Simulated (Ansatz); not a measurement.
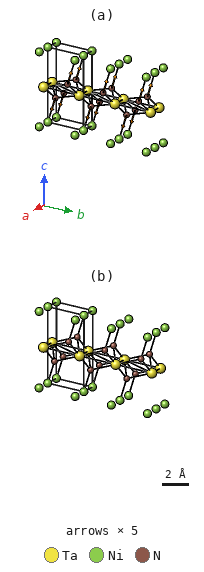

The structure of solid TaNiN$_{2}$ (a generated structure, set up in R-3m) before (top) and after (bottom) a relaxation, at one scale. The orange arrows give the displacements (the part carried along by the change of the cell is left out), magnified 5 times.

Style: ball-and-stick. Shown: the cell of the calculation, repeated 2 × 3 × 1 with one cell outlined, slightly off an axis.

These are results of Ansatz 0.2.0, DFT, PAW plane waves, PBE, not measurements.

The input:
```yaml
crystal:
  lattice:
    - [3.0811117, 0.0, 0.0]
    - [-1.54055635, 2.66832512, 0.0]
    - [0.0, -1.77888075, 5.71093369]
  atoms:
    - { symbol: Ta, position: [0.5, 0.0, 0.5] }
    - { symbol: Ni, position: [0.0, 0.0, 0.0] }
    - { symbol: "N", position: [0.119, 0.238, 0.357] }
    - { symbol: "N", position: [0.881, 0.762, 0.643] }
  symmetry: { tolerance: 0.0003 }
kpoints:
  mp_grid: { grid: [7, 7, 7], shift: [0, 0, 0] }
magnetization:
  spin_polarized: false
scf:
  occupations: { method: cold, width: 0.0145 }
hamiltonian:
  pseudopotentials: { kind: paw }
  xc: pbe
basis:
  ecutwfc: 420
output:
  forces: true
  stress: true
  eigenvalues: true
relax:
  max_steps: 40
  cell: {}
```

Command:
```bash
ansatz run input.yaml --threads 1 --pin off --max-ram 2560MiB --backend cpu --events-out ev --progress --plain --runs-dir out
```

**What changed between the two?**

Over 7 accepted moves (9 points after the start) the energy falls by 510 meV per atom. The largest force component goes from 7.7 to 0.00024 eV/Å. The pressure goes from 35.86 to 0.00 GPa. At 2 points the geometry stayed and the basis and grid were re-selected for the new cell (energy shift of 1.9 meV per atom at most each time). The largest moves relative to the cell, 0.25 Å, are those of N3 and N4. N4 goes along [1 2 3]. Ta and Ni stay in place. Cell: a = b 3.081 → 3.122 Å (+1.3 %), c 5.982 → 6.099 Å (+2.0 %). Volume +4.8 %. Some distances before and after: Ni2–N3 2.039 → 1.835 Å, Ta1–N3 1.957 → 2.101 Å, Ta1–Ta1 3.081 → 3.122 Å. Among the angles between lasting bonds that change: Ta1–N3–Ta1 103.8° → 96.0°, Ta1–N3–Ni2 114.7° → 120.9°. The space group stays R-3m (No. 166). The run took 36 s on 1 thread of Arm Neoverse V1, with other jobs on the host, peak memory 0.37 GiB.
